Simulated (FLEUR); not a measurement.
Band structure of Ni₃Fe (Pm-3m, 4 atoms in the cell).

```yaml
crystal:
  lattice:
    - [3.55000, 0.00000, 0.00000]
    - [0.00000, 3.55000, 0.00000]
    - [0.00000, 0.00000, 3.55000]
  atoms:
    - { symbol: Fe, position: [0.00000, 0.00000, 0.00000], spin: 3.0 }
    - { symbol: Ni, position: [0.00000, 0.50000, 0.50000], spin: 0.5 }
    - { symbol: Ni, position: [0.50000, 0.00000, 0.50000], spin: 0.5 }
    - { symbol: Ni, position: [0.50000, 0.50000, 0.00000], spin: 0.5 }
```
(The spins are starting values, not results.)

Level of theory: PBE, all-electron FLAPW (FLEUR), scalar-relativistic valence in FLEUR.

Settings: Kmax = 3.6 1/bohr; GmaxXC = 10.8 1/bohr; xcFunctional = pbe; jspins = 2; l_soc = F; mode = hist; fermiSmearingEnergy = 0.00367493 Htr; mesh (inpgen div1-3) = 8 8 8; inpgen gamma flag = true; Gmax = 10.8 1/bohr; numbands = 0; maxIterBroyd = 40; imix = Anderson; alpha = 0.05.

The starting cell has typed, rounded lattice constants, without a prior relaxation at this level. Values depend on the basis (sphere radii, cutoffs, local orbitals), which need not be converged.

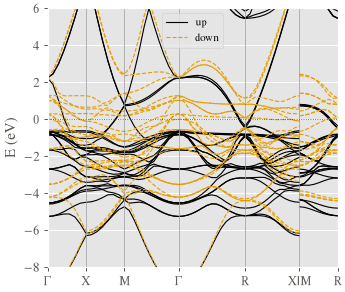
Fig. 1. Bands along the path, energies from the Fermi level.

Levels in eV from the Fermi level, bands 31 to 38 of the first spin channel:
```
point     31     32     33     34     35     36     37     38
-----  -----  -----  -----  -----  -----  -----  -----  -----
Γ      -0.72  -0.64  -0.64  -0.64   2.23   2.23   2.23   9.03
X      -1.56  -1.41  -1.05  -0.70  -0.63   7.54   7.54   7.60
M      -1.72  -1.53  -1.49   0.72   0.72   0.78   0.80  11.40
R      -0.82  -0.82  -0.82  -0.50  -0.50  -0.50  -0.36   5.46
```
